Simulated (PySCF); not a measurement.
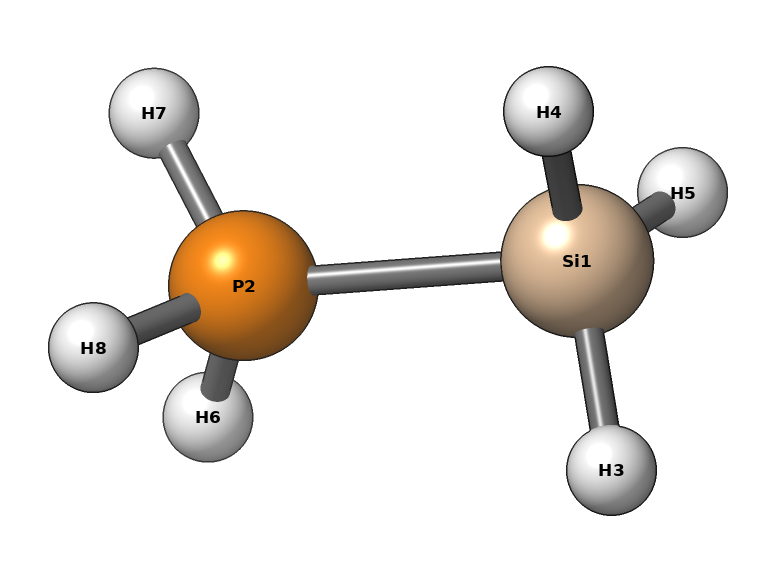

The species has charge +1 and is a spin singlet. The geometry was computed by an optimisation with GFN2-xTB. No frequency run is at hand to confirm it as a minimum. Method: delta-SCF UKS SCAN, pcX-2 on the ionised atom, pcseg-1 elsewhere, spin-free X2C (PySCF 2.14.0).

Give the core-electron binding energies (to vacuum; p and d levels without spin–orbit splitting) of Si1 1s, Si1 2p, P2 1s, P2 2p.

```csv
atom,level,binding energy (eV)
Si1,1s,1852.9
Si1,2p,113.4
P2,1s,2157.5
P2,2p,144.3
```

The geometry is semi-empirical. Around P, Si such bond lengths and angles can be off by a tenth of an ångström or more and by several degrees, and values that hang on the shape move with them.
